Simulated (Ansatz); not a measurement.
**Rh (Fm-3m): the Drude term of Re ε in the infrared**

Re ε of Rh (Fm-3m) at low photon energies is read from one computed spectrum; the carriers' damping was typed as γ = 0.05 eV.

Cell: a, b, c = 2.684, 2.684, 2.684 Å (primitive vectors), 1 atoms.

Method: Ansatz 0.2.0, PBE, independent particles, k-mesh 16×16×16 with interpolation inside its cells, Gaussian parameter 0.1 eV.

Launch of the response step: `ansatz run input.yaml --threads 4 --pin off --max-ram 8192MiB --backend cpu --events-out ev --progress --plain --runs-dir out`. The run took 8 s, on 4 threads of Arm Neoverse V2 (shared host).

```tsv
photon energy E (eV)	wavelength (µm)	Re ε
0.25	4.96	-1474.1
0.30	4.13	-1034.0
0.35	3.54	-767.7
0.40	3.10	-592.7
0.50	2.48	-377.7
0.60	2.07	-256.7
0.70	1.77	?
```

A Drude term over a constant background gives Re ε = ε_b − ωp²/(E² + γ²), linear in 1/(E² + γ²).

Working, on the rows shown:

| x = 1/(E² + γ²) (eV⁻²) | y = Re ε |
| --- | --- |
| 15.3846 | -1474.1 |
| 10.8108 | -1034 |
| 8 | -767.7 |
| 6.15385 | -592.7 |
| 3.9604 | -377.7 |
| 2.75862 | -256.7 |

Means: x̄ = 7.8447, ȳ = -750.48. Σ(x − x̄)(y − ȳ) = -10530, Σ(x − x̄)² = 109.5. Slope = -10530 / 109.5 = -96.14; intercept = ȳ − slope · x̄ = 3.6884. The line misses the rows shown by at most 4.8.

Question: Predict the last column of the withheld row from the fit.

Answer: At x = 2.0305 the line gives y = -191.51. The run gave -183.5, so the extrapolation is off by 8, 0.6 % of the range in the table.

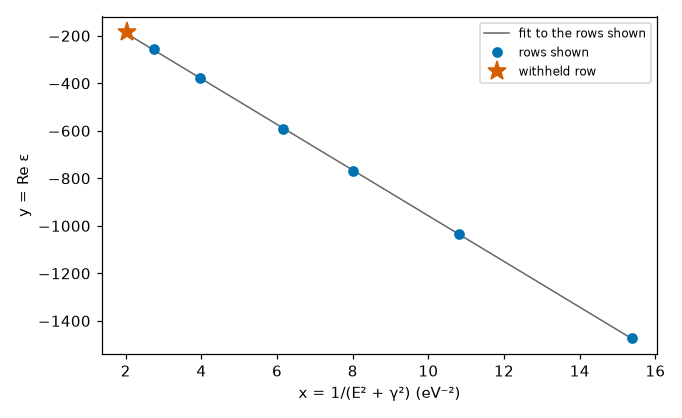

Refitted with all rows, the slope is -96.43 and the intercept 6.8567. These give ωp = √(−slope) = 9.82 eV, against 10.11 eV from the program's Fermi-surface sum, and an intercept of 6.9. Taking the program's Drude term off the rows leaves 99 at the lowest energy and 24 at the highest, so the background isn't constant: interband transitions lie in or near the window, and neither fitted number can be trusted. The cell comes from an older database entry, whose edges can be off by a per cent or so. The values come from a sum over the points of one k-mesh and carry its error, which is largest for Fermi-surface quantities. Spin-orbit coupling is left out.

[Logs are printed without paths, hosts, clocks, repeated set-up lines and the standing remarks that a program may print on its own settings, such as how far it seeks lower states.]
